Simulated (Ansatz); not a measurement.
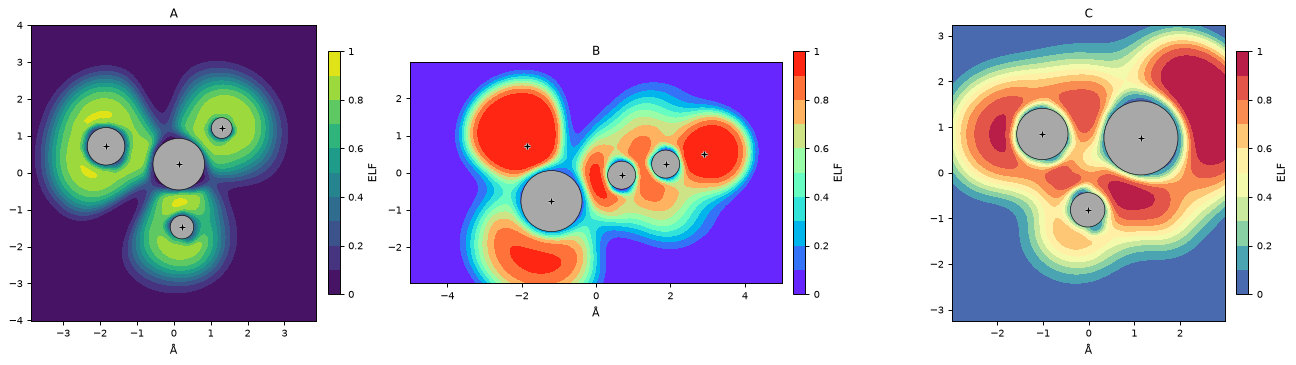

The electron localisation function of 3 systems, each on a plane through atoms (crosses mark nuclei in the plane; grey discs cover the cores).

Computed with Ansatz, isolated molecule in a Gaussian basis; Kohn-Sham density functional theory, functional PBE0.

System 1: C2H3Ge (charge −1), the plane of atoms C1, Ge3 and H5. Geometry: B3LYP-D3(BJ)/def2-SVPD.

```xyz
6

C    -0.6729   -0.0901    0.1447
C    -1.6475   -0.5542   -0.4426
Ge    0.7207    0.8752    1.2244
H    -2.4825   -0.9766   -0.9656
H     1.3728   -0.4798    1.8077
H     1.7768    0.9503    0.0076
```

System 2: ClHNOSi (doublet), the plane of atoms Cl1, Si4 and N2. Geometry: PBE0-D3(BJ)/def2-SVP.

```xyz
5

Cl    2.2018    0.4937   -0.2274
N    -0.7380   -0.0445   -0.5351
O     0.6405   -1.8179    1.2931
Si    0.6040   -0.6138    0.3565
H    -1.4640    0.5200   -0.0826
```

System 3: CH2AlS (SMILES [CH2]1[Al][S]1) (doublet), the plane of atoms C1, S3 and Al2. Geometry: B3LYP-D3(BJ)/def2-SVP.

```xyz
5

C    -0.9967    0.8281   -1.0552
Al   -0.0216    2.0570    0.1179
S     0.9144    0.5298   -1.0909
H    -1.3856    1.1446   -2.0316
H    -1.5445   -0.0375   -0.6611
```

Which map belongs to which system?

Answer. Panel A is system 2, ClHNOSi: the plane holds Cl, N, O and Si. Si–O (1.53 Å): the ELF peaks at about 0.80 between the atoms, as expected for a polar covalent bond. Panel B is system 1, C2H3Ge: the plane holds C, Ge and H. C–C (1.23 Å): the ELF peaks at about 0.85 between the atoms (a multiple bond). Panel C is system 3, CH2AlS: the plane holds C, Al and S. C–S (1.93 Å): the ELF peaks at about 0.85 between the atoms; localised, covalent bonding.
